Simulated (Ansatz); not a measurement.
# SiH3Br (singlet): correlated methods under varied settings at a displaced geometry (v2)

What do other methods and options give for SiH3Br (singlet) at this geometry, and how long do they take?

Method: the settings change from run to run; program: Ansatz 0.2.0, Gaussian basis.

15 further runs of the same task are left out: 1 for a known fault of the program, 6 that didn't finish, 8 set aside as unsound or not needed.

### Step 1. The system

The geometry is a PBE0/def2-TZVP stationary point (not a proven minimum) with its atoms shifted at random (size 0.100 Å). No spin-orbit coupling is included. The filled d shell of Br may be among the frozen orbitals whatever the setting's name suggests; the logs give the count.

5 atoms, charge 0, spin multiplicity 1.

Atoms are counted from 1 here; the program's logs count them from 0.

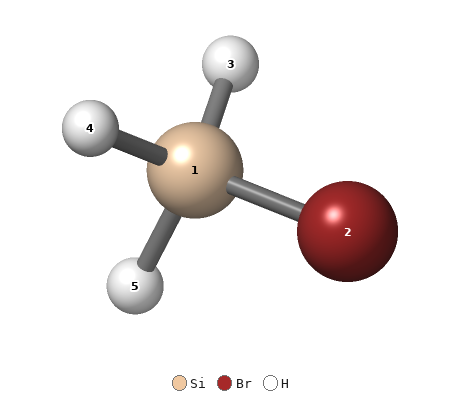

The geometry (silicon light orange, bromine red, hydrogen white); atoms are numbered from 1 in the order of the file.

### Step 2. MP2 on RHF/cc-pVDZ

Input file in.yaml:

```yaml
crystal:
  periodic: [false, false, false]
  atoms:
    - {symbol: Si, position_ang: [-1.464364, -0.015106, -0.003909]}
    - {symbol: Br, position_ang: [0.590362, 0.008549, 0.002187]}
    - {symbol: H, position_ang: [-2.029818, 1.362398, 0.002511]}
    - {symbol: H, position_ang: [-1.929185, -0.801611, 1.234547]}
    - {symbol: H, position_ang: [-2.038292, -0.817585, -1.301524]}
basis:
  gaussian: {orbitals: cc-pVDZ}
magnetization: {spin_polarized: false}
correlation: {method: mp2, electrons: all}
output: {forces: true}
```

Launch:

```console
$ ansatz run in.yaml --threads 1 --pin off --events-out ev --progress --plain --max-ram 2393MiB
```

The program printed:

```text
Functional definition: HF
  name "HF"
  cite "Fock, Z. Phys. 61, 126 (1930) doi:10.1007/BF01340294"
  parent pbe
  exchange = exact_x
  correlation = 0
626 factors; integrals over basis functions are off by at most 9.9e-4 eV
mean field evaluation 1: about -77907.8016 eV, gradient 1.1e1 eV
mean field evaluation 2: about -77907.8034 eV, gradient 1.1e1 eV
mean field evaluation 4: about -77908.3886 eV, gradient 1.2e0 eV
mean field evaluation 8: about -77908.3953 eV, gradient 4.2e-6 eV
mean field -77908.39526492 eV, -2863.0807177787 hartree, gradient 1.1e-6 eV, S^2 0.000000; 0 other end points of the search recorded, 0 dependent functions left out
reference -77908.39526492 eV, -2863.0807177787 hartree; 26, 26 occupied and 34, 34 virtual orbitals, 626 factors
second order -6.79530496 eV of doubles, -0.00000000 eV of singles
the calculation of the forces begins
Total energy: -77915.19056988 eV, -2863.3304406301 hartree
Atom 0 at    -1.464364    -0.015106    -0.003909 Å, force    -5.106692    -1.652205    -0.764341 eV/Å
Atom 1 at     0.590362     0.008549     0.002187 Å, force     4.181579     0.130383    -0.085082 eV/Å
Atom 2 at    -2.029818     1.362398     0.002511 Å, force     0.044411    -0.114377     0.008202 eV/Å
Atom 3 at    -1.929185    -0.801611     1.234547 Å, force     0.148117     0.570068    -0.725371 eV/Å
Atom 4 at    -2.038292    -0.817585    -1.301524 Å, force     0.732585     1.066132     1.566593 eV/Å
Dipole moment:    -0.072987     0.048326     0.019008 e Å
```

Wall time 1.7 s (1 thread of Arm Neoverse V1, shared host).

### Step 3. CCSD(T) on RHF/6-31G

Changes to in.yaml since step 2:

```diff
@@ -9,5 +9,4 @@
 basis:
-  gaussian: {orbitals: cc-pVDZ}
+  gaussian: {orbitals: 6-31G}
 magnetization: {spin_polarized: false}
-correlation: {method: mp2, electrons: all}
-output: {forces: true}
+correlation: {method: ccsd_t, electrons: valence}
```

Same command.

The program printed, shortened:

```text
Functional definition: HF
  name "HF"
  cite "Fock, Z. Phys. 61, 126 (1930) doi:10.1007/BF01340294"
  parent pbe
[...]
497 factors; integrals over basis functions are off by at most 5.0e-4 eV
[...]
mean field -77896.87773728 eV, -2862.6574564449 hartree, gradient 1.4e-6 eV, S^2 0.000000; 0 other end points of the search recorded, 0 dependent functions left out
14 core orbitals not correlated: weight in the atoms' cores, before any rotation towards them, 1.000 or more for the frozen orbitals, at most 0.000 for the correlated occupied ones
reference -77896.87773728 eV, -2862.6574564449 hartree; 12, 12 occupied and 22, 22 virtual orbitals, 497 factors
second order -6.22907450 eV of doubles, -0.00000000 eV of singles
cycle   1  -6.40883468 eV  change   -1.8e-1 eV  update   5.9e-2
[...]
cycle   9  -6.66158691 eV  change    1.2e-6 eV  update   2.1e-6
perturbative correction -0.07037958 eV, -0.0025864019 hartree
Total energy: -77903.60970377 eV, -2862.9048516504 hartree
```

Wall time 0.93 s (1 thread of Arm Neoverse V1, shared host).

From the report: correlation -6.7320 eV; T1 0.006; largest double amplitude 0.03.

### Step 4. HF/cc-pVDZ

Changes to in.yaml since step 3:

```diff
@@ -9,4 +9,5 @@
 basis:
-  gaussian: {orbitals: 6-31G}
+  gaussian: {orbitals: cc-pVDZ}
 magnetization: {spin_polarized: false}
-correlation: {method: ccsd_t, electrons: valence}
+hamiltonian: {xc: hf}
+output: {orbitals: {seedname: orbitals}}
```

The command is unchanged.

The program printed:

```text
Functional definition: HF
  name "HF"
  cite "Fock, Z. Phys. 61, 126 (1930) doi:10.1007/BF01340294"
  parent pbe
  exchange = exact_x
  correlation = 0
626 factors; integrals over basis functions are off by at most 9.9e-4 eV
mean field evaluation 1: about -77907.8016 eV, gradient 1.1e1 eV
mean field evaluation 2: about -77907.8034 eV, gradient 1.1e1 eV
mean field evaluation 4: about -77908.3886 eV, gradient 1.2e0 eV
mean field evaluation 8: about -77908.3953 eV, gradient 1.8e-5 eV
mean field -77908.39526492 eV, -2863.0807177787 hartree, gradient 2.6e-5 eV, S^2 0.000000; 0 other end points of the search recorded, 0 dependent functions left out
reference -77908.39526492 eV, -2863.0807177787 hartree; 26, 26 occupied and 34, 34 virtual orbitals, 626 factors
Total energy: -77908.39526492 eV, -2863.0807177787 hartree
```

Wall time 0.69 s (1 thread of Arm Neoverse V1, shared host).

### Step 5. HF/cc-pVDZ

Changes to in.yaml since step 4:

```diff
@@ -12,2 +12,3 @@
 hamiltonian: {xc: hf}
+accuracy: high
 output: {orbitals: {seedname: orbitals}}
```

Same command.

The program printed:

```text
Functional definition: HF
  name "HF"
  cite "Fock, Z. Phys. 61, 126 (1930) doi:10.1007/BF01340294"
  parent pbe
  exchange = exact_x
  correlation = 0
1284 factors; integrals over basis functions are off by at most 4.6e-9 eV
mean field evaluation 1: about -77907.7863 eV, gradient 1.1e1 eV
mean field evaluation 2: about -77907.7996 eV, gradient 1.1e1 eV
mean field evaluation 4: about -77908.3895 eV, gradient 1.2e0 eV
mean field evaluation 8: about -77908.3954 eV, gradient 2.6e-4 eV
mean field -77908.39535124 eV, -2863.0807209509 hartree, gradient 1.8e-8 eV, S^2 0.000000; 0 other end points of the search recorded, 0 dependent functions left out
reference -77908.39535124 eV, -2863.0807209509 hartree; 26, 26 occupied and 34, 34 virtual orbitals, 1284 factors
Total energy: -77908.39535124 eV, -2863.0807209509 hartree
```

Run time: 1.7 s. Hardware: 1 thread of Arm Neoverse V1, shared host.

### Step 6. CCSD(T)/cc-pVDZ

Changes to in.yaml since step 5:

```diff
@@ -10,5 +10,4 @@
   gaussian: {orbitals: cc-pVDZ}
-magnetization: {spin_polarized: false}
-hamiltonian: {xc: hf}
-accuracy: high
-output: {orbitals: {seedname: orbitals}}
+magnetization: {spin_polarized: true, initial_magnetization: 0}
+hamiltonian: {xc: {name: PBE}}
+correlation: {method: ccsd_t, electrons: outside_noble_gas}
```

Same command.

The program printed, shortened:

```text
Functional definition: PBE
  name "PBE"
  cite "Perdew, Burke & Ernzerhof, Phys. Rev. Lett. 77, 3865 (1996) doi:10.1103/PhysRevLett.77.3865"
  parent pbe
[...]
626 factors; integrals over basis functions are off by at most 9.9e-4 eV
[...]
mean field -77957.49914532 eV, -2864.8852520996 hartree, gradient 9.3e-6 eV, S^2 0.000000; 0 other end points of the search recorded, 0 dependent functions left out
19 core orbitals not correlated: weight in the atoms' cores, before any rotation towards them, 1.000 or more for the frozen orbitals, at most 0.000 for the correlated occupied ones
reference -77907.79115113 eV, -2863.0585170067 hartree; 7, 7 occupied and 34, 34 virtual orbitals, 626 factors
second order -6.21575145 eV of doubles, -0.29277134 eV of singles
cycle   1  -7.03437401 eV  change   -5.4e-1 eV  update   5.6e-2
[...]
cycle   8  -7.25348067 eV  change   -6.8e-6 eV  update   7.1e-6
perturbative correction -0.15325472 eV, -0.0056320073 hartree
Total energy: -77915.19788653 eV, -2863.3307095121 hartree
```

Run time: 3.2 s. Hardware: 1 thread of Arm Neoverse V1, shared host.

From the report: ⟨S²⟩ of the determinant 0.000 (pure singlet: 0.00); correlation -7.4067 eV; T1 0.018; largest double amplitude 0.03. The orbitals are Kohn-Sham ones, so correlation energy and T1 don't compare with those on Hartree-Fock orbitals.

### Step 7. CCSDT on RHF/STO-3G

Changes to in.yaml since step 6:

```diff
@@ -9,5 +9,5 @@
 basis:
-  gaussian: {orbitals: cc-pVDZ}
-magnetization: {spin_polarized: true, initial_magnetization: 0}
-hamiltonian: {xc: {name: PBE}}
-correlation: {method: ccsd_t, electrons: outside_noble_gas}
+  gaussian: {orbitals: STO-3G, point_charges: [{charge: -0.50, position_ang: [4.705, -0.486, -0.159]}]}
+magnetization: {spin_polarized: false}
+correlation: {method: ccsdt, electrons: all, diis_vectors: 12}
+scf: {omitted_lower_state_checks: [cluster_reference]}
```

The command is unchanged.

The program printed, shortened:

```text
Functional definition: HF
  name "HF"
  cite "Fock, Z. Phys. 61, 126 (1930) doi:10.1007/BF01340294"
  parent pbe
[...]
424 factors; integrals over basis functions are off by at most 6.6e-8 eV
[...]
mean field -77063.04165114 eV, -2832.0145454736 hartree, gradient 2.3e-6 eV, S^2 0.000000; 0 other end points of the search recorded, 0 dependent functions left out
reference -77063.04165114 eV, -2832.0145454736 hartree; 26, 26 occupied and 4, 4 virtual orbitals, 424 factors
second order -1.44711014 eV of doubles, -0.00000000 eV of singles
cycle   1  -1.83562788 eV  change   -3.9e-1 eV  update   5.7e-2
[...]
cycle   9  -2.09060272 eV  change   -2.3e-6 eV  update   2.3e-6
Total energy: -77065.13225386 eV, -2832.0913737067 hartree
Checks for a lower state left out: cluster_reference
```

Run time: 3.5 s. Hardware: 1 thread of Arm Neoverse V1, shared host.

From the report: correlation -2.0906 eV; T1 0.002; largest double amplitude 0.06.

### Step 8. NEVPT2(2,4)/6-31G

Input file in.yaml:

```yaml
crystal:
  periodic: [false, false, false]
  atoms:
    - {symbol: Si, position_ang: [-1.464364, -0.015106, -0.003909]}
    - {symbol: Br, position_ang: [0.590362, 0.008549, 0.002187]}
    - {symbol: H, position_ang: [-2.029818, 1.362398, 0.002511]}
    - {symbol: H, position_ang: [-1.929185, -0.801611, 1.234547]}
    - {symbol: H, position_ang: [-2.038292, -0.817585, -1.301524]}
basis:
  gaussian: {orbitals: 6-31G, point_charges: [{charge: -0.50, position_ang: [5.177, -0.894, 0.503]}]}
correlation: {method: sc_nevpt2, electrons: outside_noble_gas, active_space: {window: {electrons: 2, orbitals: 4}}}
```

The command is unchanged.

The program printed:

```text
Functional definition: HF
  name "HF"
  cite "Fock, Z. Phys. 61, 126 (1930) doi:10.1007/BF01340294"
  parent pbe
  exchange = exact_x
  correlation = 0
497 factors; integrals over basis functions are off by at most 5.0e-4 eV
mean field evaluation 1: about -77896.3133 eV, gradient 1.0e1 eV
mean field evaluation 2: about -77896.3180 eV, gradient 1.0e1 eV
mean field evaluation 4: about -77896.8122 eV, gradient 9.0e-1 eV
mean field evaluation 8: about -77896.8150 eV, gradient 3.2e-4 eV
mean field -77896.81499380 eV, -2862.6551506647 hartree, gradient 1.5e-6 eV, S^2 0.000000; 0 other end points of the search recorded, 0 dependent functions left out
reference -77896.81499380 eV, -2862.6551506647 hartree; 26, 26 occupied and 22, 22 virtual orbitals, 497 factors
state -77897.34904077 eV, -2862.6747765287 hartree
state -77897.34904077 eV, -2862.6747765287 hartree; corrected -77899.53479396 eV, -2862.7551014770 hartree
Total energy: -77899.53479396 eV, -2862.7551014770 hartree
```

Run time: 3.1 s. Hardware: 1 thread of Arm Neoverse V1, shared host.

From the report: 16 determinants; active occupations 1.97, 0.03, 0.00, 0.00.

### Step 9. MP2 on UHF/cc-pVDZ

Changes to in.yaml since step 8:

```diff
@@ -9,3 +9,5 @@
 basis:
-  gaussian: {orbitals: 6-31G, point_charges: [{charge: -0.50, position_ang: [5.177, -0.894, 0.503]}]}
-correlation: {method: sc_nevpt2, electrons: outside_noble_gas, active_space: {window: {electrons: 2, orbitals: 4}}}
+  gaussian: {orbitals: cc-pVDZ, fitting: {mean_field: def2-universal-jkfit}}
+magnetization: {spin_polarized: true, initial_magnetization: 0}
+correlation: {method: mp2, electrons: outside_noble_gas}
+scf: {lower_state_search: off}
```

The command is unchanged.

The program printed, shortened:

```text
Functional definition: HF
  name "HF"
  cite "Fock, Z. Phys. 61, 126 (1930) doi:10.1007/BF01340294"
  parent pbe
[...]
448 factors; integrals over basis functions are off by at most 4.1e-1 eV
[...]
mean field -77908.39431506 eV, -2863.0806828721 hartree, gradient 2.1e-6 eV, S^2 0.000000; 0 other end points of the search recorded, 0 dependent functions left out
19 core orbitals not correlated: weight in the atoms' cores, before any rotation towards them, 1.000 or more for the frozen orbitals, at most 0.000 for the correlated occupied ones
reference -77908.39431506 eV, -2863.0806828721 hartree; 7, 7 occupied and 34, 34 virtual orbitals, 448 factors
second order -5.98048300 eV of doubles, -0.00000000 eV of singles
Total energy: -77914.37479806 eV, -2863.3004615685 hartree
Checks for a lower state left out: stability, starts, cluster_reference, orbital_swaps, neighbouring_geometries, increment
```

It took 0.36 s on 1 thread of Arm Neoverse V1, shared host.

From the report: ⟨S²⟩ of the determinant 0.000 (pure singlet: 0.00).

### Step 10. MP2 on UHF/cc-pVDZ

Changes to in.yaml since step 9:

```diff
@@ -9,5 +9,5 @@
 basis:
-  gaussian: {orbitals: cc-pVDZ, fitting: {mean_field: def2-universal-jkfit}}
+  gaussian: {orbitals: cc-pVDZ, point_charges: [{charge: 0.50, position_ang: [4.820, -0.349, 0.152]}]}
 magnetization: {spin_polarized: true, initial_magnetization: 0}
 correlation: {method: mp2, electrons: outside_noble_gas}
-scf: {lower_state_search: off}
+accuracy: high
```

The command is unchanged.

The program printed:

```text
Functional definition: HF
  name "HF"
  cite "Fock, Z. Phys. 61, 126 (1930) doi:10.1007/BF01340294"
  parent pbe
  exchange = exact_x
  correlation = 0
1284 factors; integrals over basis functions are off by at most 4.6e-9 eV
mean field evaluation 1: about -77907.7844 eV, gradient 8.2e0 eV
mean field evaluation 2: about -77907.7974 eV, gradient 8.2e0 eV
mean field evaluation 4: about -77908.4175 eV, gradient 8.6e-1 eV
mean field evaluation 8: about -77908.4241 eV, gradient 1.2e-6 eV
mean field -77908.42410729 eV, -2863.0817777164 hartree, gradient 1.0e-8 eV, S^2 0.000000; 0 other end points of the search recorded, 0 dependent functions left out
19 core orbitals not correlated: weight in the atoms' cores, before any rotation towards them, 1.000 or more for the frozen orbitals, at most 0.000 for the correlated occupied ones
reference -77908.42410729 eV, -2863.0817777164 hartree; 7, 7 occupied and 34, 34 virtual orbitals, 1284 factors
second order -5.98264466 eV of doubles, -0.00000000 eV of singles
Total energy: -77914.40675195 eV, -2863.3016358525 hartree
```

Run time: 2.3 s. Hardware: 1 thread of Arm Neoverse V1, shared host.

From the report: ⟨S²⟩ of the determinant 0.000 (pure singlet: 0.00).

### Step 11. The runs in one table

Where basis and cores are those of an earlier RCCSDT(Q)/cc-pVDZ run (-77915.4670 eV), and the state is the same kind, the miss against it is given.

```
                                      level         correlated  functions  energy (eV)  from RCCSDT(Q) (meV)    time
                         MP2 on RHF/cc-pVDZ                all         60  -77915.1906                         1.7 s
                       CCSD(T) on RHF/6-31G            valence         48  -77903.6097                        0.93 s
                                 HF/cc-pVDZ                            60  -77908.3953                7071.8  0.69 s
                                 HF/cc-pVDZ                            60  -77908.3954                7071.7   1.7 s
          CCSD(T)/cc-pVDZ (on PBE orbitals)  outside noble gas         60  -77915.1979                 269.1   3.2 s
CCSDT on RHF/STO-3G (beside a point charge)                all         30  -77065.1323                         3.5 s
  NEVPT2(2,4)/6-31G (beside a point charge)  outside noble gas         48  -77899.5348                         3.1 s
                         MP2 on UHF/cc-pVDZ  outside noble gas         60  -77914.3748                1092.2  0.36 s
 MP2 on UHF/cc-pVDZ (beside a point charge)  outside noble gas         60  -77914.4068                         2.3 s
```

### Step 12. Results

```
quantity                                               value
    runs                                                   9
quickest                          MP2 on UHF/cc-pVDZ, 0.36 s
 slowest  CCSDT on RHF/STO-3G (beside a point charge), 3.5 s
```

What this shows: Total energies in different bases, with other cores or another treatment of relativity can't be set against each other. CCSDT on RHF/STO-3G (beside a point charge) took 10 times as long as MP2 on UHF/cc-pVDZ; the jobs differ in more than the method. Among the correlated runs with a miss given, it spans +269 to +1092 meV. Hartree-Fock, CASSCF and CASCI lack dynamic correlation by design. Cores frozen from Kohn-Sham orbitals shift the total energy.
